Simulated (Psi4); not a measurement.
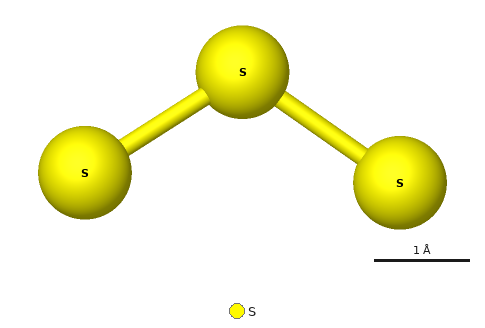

**Figure 1.** The input geometry (ball-and-stick view, seen at a tilt).

**Single-point calculation of S$_{3}$ (charge −2) (part 1 of 2)**

The run: single-point calculation of S$_{3}$, charge −2, multiplicity 3. Method and program: HF/CBS, UHF (Psi4 1.11).

The geometry is that of the parent species in another charge or spin state. The geometry comes from this level: GFN2-xTB.

## The input (job.py)
```python
import psi4

psi4.set_memory('1600 MB')
psi4.set_num_threads(1)
psi4.core.set_output_file('s3.out', False)

with open('s3.xyz') as f:
    atoms = ''.join(f.readlines()[2:])
m = psi4.geometry('-2 3\n' + atoms + '')

psi4.set_options({
    'reference': 'uhf',
    'scf_type': 'df',
    'freeze_core': True,
})

e_tot = psi4.energy("scf/aug-cc-pv[dtq]z")
print(f'scf/aug-cc-pv[dtq]z energy: {e_tot:.10f} Eh')
for k, v in sorted(psi4.core.scalar_variables().items()):
    print(f'{k:45s} {v:18.10f}')
```

## File s3.xyz
```
3
S3
S      0.713590    -0.159090     1.564150
S     -0.405490     0.630300     0.067980
S     -0.308100    -0.471200    -1.632130
```

Machine: 1 thread of Intel Xeon (Sapphire Rapids), 16 GiB of memory available, shared host.

Launched with:
```bash
python job.py
```

## Log
```
Psi4 1.11 release

   => Loading Basis Set <=

    Name: AUG-CC-PVQZ
    Role: ORBITAL
    Keyword: BASIS

         ---------------------------------------------------------
                                   SCF
                              UHF Reference
                        1 Threads,   1525 MiB Core
         ---------------------------------------------------------

  ==> Geometry <==

    Molecular point group: cs
    Full point group: Cs

    Geometry (in Bohr), charge = -2, multiplicity = 3:

       Center              X                  Y                   Z               Mass
    ------------   -----------------  -----------------  -----------------  -----------------
         S            1.010114031623    -3.102470491533     0.000000000000    31.972071174400
         S           -1.415688770139    -0.134837415858     0.000000000000    31.972071174400
         S            0.405574738516     3.237307907391     0.000000000000    31.972071174400

  Running in cs symmetry.

  Rotational constants: A =      0.62069  B =      0.09285  C =      0.08077 [cm^-1]
  Rotational constants: A =  18607.81331  B =   2783.52333  C =   2421.32052 [MHz]
  Nuclear repulsion =  173.783652897953999

  Charge       = -2
  Multiplicity = 3
  Electrons    = 50
  Nalpha       = 26
  Nbeta        = 24

  ==> Algorithm <==

  SCF Algorithm Type is DF.
  DIIS enabled.
  MOM disabled.
  Fractional occupation disabled.
  Guess Type is SAD.
  Energy threshold   = 1.00e-06
  Density threshold  = 1.00e-06
  Integral threshold = 1.00e-12

  ==> Primary Basis <==

  Basis Set: AUG-CC-PVQZ
    Blend: AUG-CC-PVQZ
    Number of shells: 66
    Number of basis functions: 252
    Number of Cartesian functions: 327
    Spherical Harmonics?: true
    Max angular momentum: 4

   => Loading Basis Set <=

    Name: (AUG-CC-PVQZ AUX)
    Role: JKFIT
    Keyword: DF_BASIS_SCF

  ==> Integral Setup <==

  DFHelper Memory: AOs need 0.278 GiB; user supplied 1.118 GiB.
  SCF_SUBTYPE=INCORE selected. In-core MEM_DF algorithm will be used.
  Using in-core AOs.

  ==> MemDFJK: Density-Fitted J/K Matrices <==

    J tasked:                   Yes
    K tasked:                   Yes
    wK tasked:                   No
    Memory [MiB]:              1144
    Algorithm:                 Core
    Schwarz Cutoff:           1E-12
    Mask sparsity (%):       0.4252
    Fitting Condition:        1E-10

   => Auxiliary Basis Set <=

  Basis Set: (AUG-CC-PVQZ AUX)
    Blend: AUG-CC-PVQZ-JKFIT
    Number of shells: 138
    Number of basis functions: 552
    Number of Cartesian functions: 741
    Spherical Harmonics?: true
    Max angular momentum: 5

  Minimum eigenvalue in the overlap matrix is 5.8110229348E-05.
  Reciprocal condition number of the overlap matrix is 8.0409246967E-06.
    Using symmetric orthogonalization.

  ==> Pre-Iterations <==

  SCF Guess: Superposition of Atomic Densities via on-the-fly atomic UHF (no occupation information).

   -------------------------
    Irrep   Nso     Nmo
   -------------------------
     A'       159     159
     A"        93      93
   -------------------------
    Total     252     252
   -------------------------

  ==> Iterations <==

                           Total Energy        Delta E     RMS |[F,P]|

   @DF-UHF iter SAD: -1192.01375671239794   -1.19201e+03   0.00000e+00
   @DF-UHF iter   1: -1192.32995480859722   -3.16198e-01   2.33466e-03 DIIS/ADIIS
   @DF-UHF iter   2: -1192.45639375717496   -1.26439e-01   1.87840e-03 DIIS/ADIIS
   @DF-UHF iter   3: -1192.53170381196287   -7.53101e-02   3.75172e-04 DIIS/ADIIS
   @DF-UHF iter   4: -1192.54264705862579   -1.09432e-02   2.37097e-04 DIIS/ADIIS
   @DF-UHF iter   5: -1192.54828333050341   -5.63627e-03   1.01499e-04 DIIS/ADIIS
   @DF-UHF iter   6: -1192.54944884203178   -1.16551e-03   5.40354e-05 DIIS
   @DF-UHF iter   7: -1192.54974673810784   -2.97896e-04   2.20443e-05 DIIS
   @DF-UHF iter   8: -1192.54982953011950   -8.27920e-05   1.09032e-05 DIIS
   @DF-UHF iter   9: -1192.54986410457832   -3.45745e-05   7.13648e-06 DIIS
   @DF-UHF iter  10: -1192.54988394686552   -1.98423e-05   4.22110e-06 DIIS
   @DF-UHF iter  11: -1192.54989399803526   -1.00512e-05   1.71782e-06 DIIS
   @DF-UHF iter  12: -1192.54989563240838   -1.63437e-06   6.34079e-07 DIIS
   @DF-UHF iter  13: -1192.54989582643748   -1.94029e-07   3.53033e-07 DIIS
  Energy and wave function converged.

  ==> Post-Iterations <==

   @Spin Contamination Metric:   3.300633370E-02
   @S^2 Expected:                2.000000000E+00
   @S^2 Observed:                2.033006334E+00
   @S   Expected:                1.000000000E+00
   @S   Observed:                1.000000000E+00

    Orbital Energies [Eh]
    ---------------------

    Alpha Occupied:

       1Ap   -91.763336     2Ap   -91.656684     3Ap   -91.656655
       4Ap    -8.757079     5Ap    -8.657378     6Ap    -8.657343
       1App   -6.447477     7Ap    -6.435812     8Ap    -6.434166
       2App   -6.341679     3App   -6.341636     9Ap    -6.337547
      10Ap    -6.337515    11Ap    -6.335941    12Ap    -6.335909
      13Ap    -0.799432    14Ap    -0.631348    15Ap    -0.496492
       4App   -0.242171    16Ap    -0.230854    17Ap    -0.213156
       5App   -0.101390    18Ap    -0.068690    19Ap    -0.058909
       6App   -0.038359    20Ap     0.153894

    Alpha Virtual:

      21Ap     0.218642    22Ap     0.246234    23Ap     0.284410
       7App    0.288218     8App    0.293624    24Ap     0.294011
       9App    0.296179    25Ap     0.302487    26Ap     0.348249
      27Ap     0.364942    28Ap     0.381642    29Ap     0.417584
      30Ap     0.448007    10App    0.459439    11App    0.480577
      31Ap     0.485137    32Ap     0.489397    33Ap     0.494321
      34Ap     0.508063    12App    0.510900    35Ap     0.515059
      13App    0.516812    14App    0.520185    36Ap     0.525459
      37Ap     0.536485    15App    0.568844    38Ap     0.571042
      39Ap     0.587489    16App    0.656839    40Ap     0.701931
      41Ap     0.712763    17App    0.728478    42Ap     0.736022
      43Ap     0.736980    18App    0.738308    44Ap     0.739560
      45Ap     0.750398    19App    0.752183    20App    0.758326
      46Ap     0.759408    47Ap     0.778030    21App    0.824932
      48Ap     0.834681    49Ap     0.837876    50Ap     0.845034
      22App    0.859069    23App    0.862143    51Ap     0.863654
      52Ap     0.885017    24App    0.901510    53Ap     0.901752
      25App    0.901892    26App    0.912850    54Ap     0.923005
      27App    0.931001    55Ap     0.938183    56Ap     0.962603
      57Ap     0.999720    58Ap     1.033608    28App    1.038865
      59Ap     1.045338    29App    1.051347    60Ap     1.072441
      61Ap     1.082142    30App    1.085635    31App    1.159276
      62Ap     1.166221    63Ap     1.170349    64Ap     1.178116
      32App    1.215879    65Ap     1.249303    33App    1.255318
      66Ap     1.272295    67Ap     1.273692    68Ap     1.347901
      69Ap     1.366260    34App    1.613435    35App    1.618208
      70Ap     1.624144    71Ap     1.640193    72Ap     1.641277
      36App    1.649359    73Ap     1.696134    37App    1.701636
      74Ap     1.708751    75Ap     1.723095    38App    1.735750
      76Ap     1.747118    39App    1.756242    40App    1.777854
      77Ap     1.779990    78Ap     1.785274    79Ap     1.794365
      41App    1.799346    42App    1.800019    80Ap     1.808520
      81Ap     1.820752    43App    1.825049    44App    1.831318
      45App    1.832447    82Ap     1.844313    83Ap     1.848603
      84Ap     1.872314    46App    1.882454    47App    1.887541
      48App    1.895788    85Ap     1.896411    49App    1.900205
      86Ap     1.904637    87Ap     1.936327    88Ap     1.938136
      89Ap     1.938970    50App    1.948147    51App    1.956529
      90Ap     1.965885    91Ap     1.986748    92Ap     2.003541
      52App    2.009412    53App    2.018729    93Ap     2.025802
      94Ap     2.026096    95Ap     2.051287    54App    2.076687
      55App    2.078295    96Ap     2.116895    97Ap     2.161290
      56App    2.163594    98Ap     2.176816    57App    2.225578
      99Ap     2.245134   100Ap     2.339423   101Ap     2.374720
      58App    2.406101    59App    2.422172   102Ap     2.429350
     103Ap     2.512462   104Ap     2.549089    60App    2.554181
     105Ap     2.576749   106Ap     2.618194    61App    2.620433
     107Ap     2.728895   108Ap     2.860603    62App    2.974029
      63App    3.005641   109Ap     3.017998   110Ap     3.023723
     111Ap     3.030181   112Ap     3.044014   113Ap     3.250681
     114Ap     3.430402    64App    3.820066   115Ap     3.842002
      65App    3.848273   116Ap     3.851032   117Ap     3.858597
      66App    3.901012    67App    3.912879   118Ap     3.916604
     119Ap     3.929836    68App    3.930849   120Ap     3.946722
      69App    3.950052   121Ap     3.972275    70App    3.994854
      71App    4.004621    72App    4.018600   122Ap     4.028356
     123Ap     4.038774   124Ap     4.041092    73App    4.045782
      74App    4.049771   125Ap     4.052005   126Ap     4.059796
      75App    4.071932   127Ap     4.077288   128Ap     4.118088
      76App    4.120174   129Ap     4.127616   130Ap     4.161931
      77App    4.173423   131Ap     4.176213    78App    4.181249
     132Ap     4.190063   133Ap     4.196623    79App    4.212270
      80App    4.215638   134Ap     4.229818   135Ap     4.233523
     136Ap     4.239439    81App    4.256988    82App    4.309204
      83App    4.315351   137Ap     4.331366    84App    4.340387
     138Ap     4.345002    85App    4.359622   139Ap     4.400270
      86App    4.414987   140Ap     4.442924    87App    4.454349
     141Ap     4.468852   142Ap     4.469009   143Ap     4.555697
     144Ap     4.557225   145Ap     4.624906    88App    4.648451
     146Ap     4.750615    89App    4.935103    90App    4.996422
     147Ap     5.057160   148Ap     5.127771   149Ap     5.731029
     150Ap     5.893055    91App    5.993195   151Ap     6.350942
      92App    6.377773   152Ap     6.469466    93App    6.662582
     153Ap     6.976770   154Ap     7.110324   155Ap     7.373877
     156Ap     7.397890   157Ap    18.446707   158Ap    19.510137
     159Ap    21.169222

    Beta Occupied:

       1Ap   -91.756486     2Ap   -91.653979     3Ap   -91.653955
       4Ap    -8.749270     5Ap    -8.654393     6Ap    -8.654362
       7Ap    -6.431318     8Ap    -6.430948     1App   -6.418540
       9Ap    -6.336791    10Ap    -6.336762    11Ap    -6.334224
      12Ap    -6.334195     2App   -6.329241     3App   -6.329221
      13Ap    -0.765761    14Ap    -0.612240    15Ap    -0.442791
      16Ap    -0.217279    17Ap    -0.203983     4App   -0.141816
      18Ap    -0.060768    19Ap    -0.053511     5App   -0.023319

    Beta Virtual:

      20Ap     0.233517    21Ap     0.242278     6App    0.266389
      22Ap     0.283904     7App    0.296796    23Ap     0.296957
      24Ap     0.297418     8App    0.302142    25Ap     0.312867
       9App    0.316718    26Ap     0.351430    27Ap     0.376080
      28Ap     0.386553    29Ap     0.424653    30Ap     0.450976
      10App    0.463280    11App    0.486604    31Ap     0.490925
      32Ap     0.491892    33Ap     0.499096    34Ap     0.511383
      12App    0.520871    35Ap     0.521216    13App    0.522850
      36Ap     0.528774    14App    0.531017    37Ap     0.543963
      38Ap     0.577142    15App    0.578063    39Ap     0.591995
      16App    0.667543    40Ap     0.706989    41Ap     0.715953
      17App    0.736076    42Ap     0.737778    43Ap     0.739843
      44Ap     0.742739    18App    0.751282    45Ap     0.755363
      46Ap     0.760141    19App    0.779969    20App    0.781425
      47Ap     0.782604    21App    0.840089    48Ap     0.841735
      49Ap     0.843336    50Ap     0.856942    22App    0.869593
      51Ap     0.872942    23App    0.874082    52Ap     0.885573
      24App    0.905707    25App    0.910509    53Ap     0.910637
      26App    0.920105    54Ap     0.926530    55Ap     0.943074
      27App    0.945410    56Ap     0.969971    57Ap     1.003771
      58Ap     1.035104    59Ap     1.046536    28App    1.048075
      29App    1.053746    60Ap     1.084897    61Ap     1.085515
      30App    1.090110    31App    1.167707    62Ap     1.169117
      63Ap     1.173133    64Ap     1.179995    32App    1.232851
      65Ap     1.262334    33App    1.278325    66Ap     1.279216
      67Ap     1.279232    68Ap     1.351983    69Ap     1.370587
      34App    1.619123    35App    1.625413    70Ap     1.627392
      71Ap     1.643497    72Ap     1.647228    36App    1.657514
      73Ap     1.701969    37App    1.707918    74Ap     1.709989
      75Ap     1.729469    76Ap     1.758603    38App    1.760297
      39App    1.761474    40App    1.786757    77Ap     1.790538
      78Ap     1.793863    79Ap     1.797033    41App    1.803797
      42App    1.808017    80Ap     1.813108    81Ap     1.825029
      43App    1.840968    44App    1.842673    82Ap     1.850022
      83Ap     1.852118    45App    1.852267    84Ap     1.876307
      46App    1.893997    85Ap     1.899101    47App    1.901638
      86Ap     1.906915    48App    1.907396    49App    1.908070
      87Ap     1.940297    88Ap     1.943603    89Ap     1.944313
      50App    1.953277    51App    1.962543    90Ap     1.969763
      91Ap     1.994397    92Ap     2.008493    52App    2.014754
      53App    2.027395    93Ap     2.030638    94Ap     2.034767
      95Ap     2.053332    54App    2.087660    55App    2.090918
      96Ap     2.117645    97Ap     2.163410    56App    2.168386
      98Ap     2.179099    57App    2.229541    99Ap     2.247566
     100Ap     2.340620   101Ap     2.379540    58App    2.415397
      59App    2.429963   102Ap     2.432854   103Ap     2.519594
     104Ap     2.554087    60App    2.559766   105Ap     2.577489
      61App    2.623933   106Ap     2.625216   107Ap     2.733375
     108Ap     2.865645    62App    2.984410    63App    3.022240
     109Ap     3.022353   110Ap     3.025171   111Ap     3.034057
     112Ap     3.045390   113Ap     3.255213   114Ap     3.444361
      64App    3.829851   115Ap     3.849558    65App    3.856949
     116Ap     3.857088   117Ap     3.867184    66App    3.907126
      67App    3.919474   118Ap     3.921014   119Ap     3.935090
      68App    3.940058   120Ap     3.949115    69App    3.955827
     121Ap     3.978682    70App    4.002122    71App    4.014490
      72App    4.023521   122Ap     4.034606   123Ap     4.046532
     124Ap     4.048139    73App    4.055249   125Ap     4.056983
      74App    4.059552   126Ap     4.062106    75App    4.080230
     127Ap     4.083615   128Ap     4.128137    76App    4.130714
     129Ap     4.135127   130Ap     4.169682    77App    4.179383
     131Ap     4.183921    78App    4.189566   132Ap     4.197303
     133Ap     4.201934    79App    4.222522    80App    4.222599
     134Ap     4.235072   135Ap     4.238457   136Ap     4.239606
      81App    4.263897    82App    4.317106    83App    4.322370
     137Ap     4.333827    84App    4.351450   138Ap     4.351540
      85App    4.366559   139Ap     4.404657    86App    4.423929
     140Ap     4.446372    87App    4.460116   141Ap     4.470176
     142Ap     4.475154   143Ap     4.561187   144Ap     4.562660
     145Ap     4.627177    88App    4.653745   146Ap     4.751814
      89App    4.942058    90App    5.002325   147Ap     5.057610
     148Ap     5.127535   149Ap     5.732084   150Ap     5.893816
      91App    6.010973   151Ap     6.352622    92App    6.388680
     152Ap     6.471239    93App    6.680889   153Ap     6.979352
     154Ap     7.111747   155Ap     7.375393   156Ap     7.401208
     157Ap    18.451509   158Ap    19.513565   159Ap    21.176409

    Final Occupation by Irrep:
             Ap   App
    DOCC [    19,    5 ]
    SOCC [     1,    1 ]
    NA   [    20,    6 ]
    NB   [    19,    5 ]

  @DF-UHF Final Energy: -1192.54989582643748

   => Energetics <=

    Nuclear Repulsion Energy =            173.7836528979539992
    One-Electron Energy =               -2010.5192494562977572
    Two-Electron Energy =                 644.1857007319061950
    Total Energy =                      -1192.5498958264374778

  UHF NO Occupations:
  HONO-2 :    5App 1.9940771
  HONO-1 :   20 Ap 1.0000000
  HONO-0 :    6App 1.0000000
  LUNO+0 :    7App 0.0059229
  LUNO+1 :    8App 0.0055215
  LUNO+2 :   21 Ap 0.0031899
  LUNO+3 :   22 Ap 0.0007569

Computation Completed

Properties will be evaluated at   0.000000,   0.000000,   0.000000 [a0]

Properties computed using the SCF density matrix

 Multipole Moments:

 ------------------------------------------------------------------------------------
     Multipole            Electronic (a.u.)      Nuclear  (a.u.)        Total (a.u.)
 ------------------------------------------------------------------------------------
```
